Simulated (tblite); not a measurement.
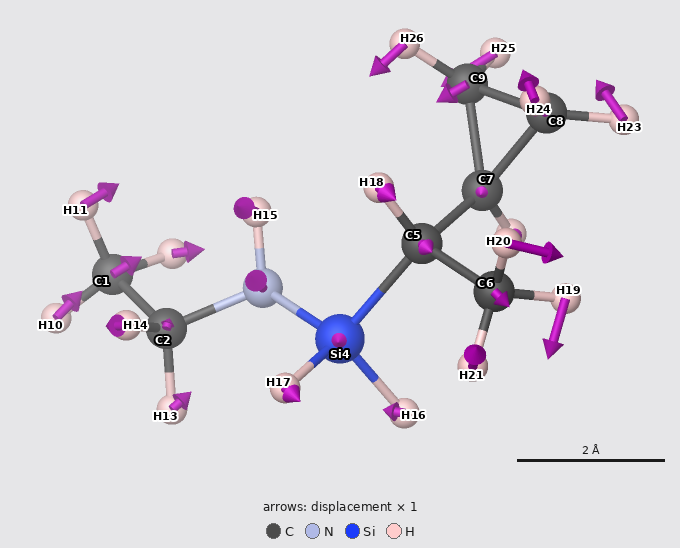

This is a relaxation of C7H17NSi. The starting structure is drawn; purple arrows show the displacements, at their true length. The two geometries are superimposed by the best rigid fit.

Style: ball-and-stick. Shown at a tilt.

Theory: GFN2-xTB geometry optimisation, gas phase (tblite 0.8.0). 

Question: Atoms of which element are displaced furthest, and by how much?

Answer: Hydrogen: up to 0.91 Å, against 0.64 Å for nitrogen.

Question: Describe the change and its energy.

Answer: The energy falls by 1.024 eV in 139 geometry steps. The atom that moves furthest after the best rigid fit is an H atom (0.91 Å). Largest moves by element: H 0.91 Å, N 0.64 Å, C 0.51 Å, Si 0.21 Å. Near-neighbour distances that change, for instance: C–Si 1.843 → 1.904 Å, N–Si 1.763 → 1.710 Å, C–H 1.142 → 1.091 Å, H–N 1.051 → 1.008 Å. Bond angles that change, for instance: Si–N–H 109.1° → 120.0°, C–C–C 110.7° → 120.3°, C–N–Si 114.8° → 123.9°. Groups turn about C–C by about 40°, C–C by about 25°, C–C by about 20°.
